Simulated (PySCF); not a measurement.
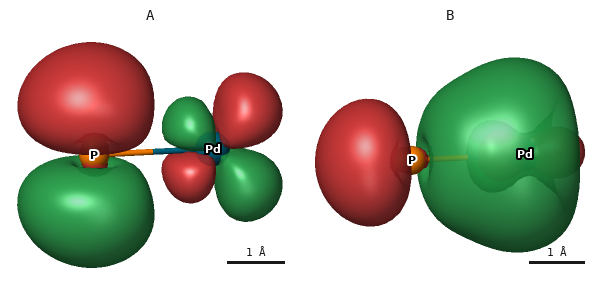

Figure. PPd (quartet). Two frontier α-spin orbitals, each drawn at the value that holds 80 % of its norm (green and red are the two phases), in no order; of a degenerate pair one member is drawn.

All numbers below come from PySCF 2.14.0, PBE0/x2c-TZVPPall, spin-free X2C-1e, Gaussian nucleus, at a bond length of 2.144 Å.

### Name the orbitals and rank them from lowest to highest energy.

Orbital B: σ, occupied in this spin, −6.39 eV; shared between the atoms (P 35 %, Pd 65 %).
Orbital A: π, occupied in this spin, −6.08 eV; antibonding, with a node between the atoms.
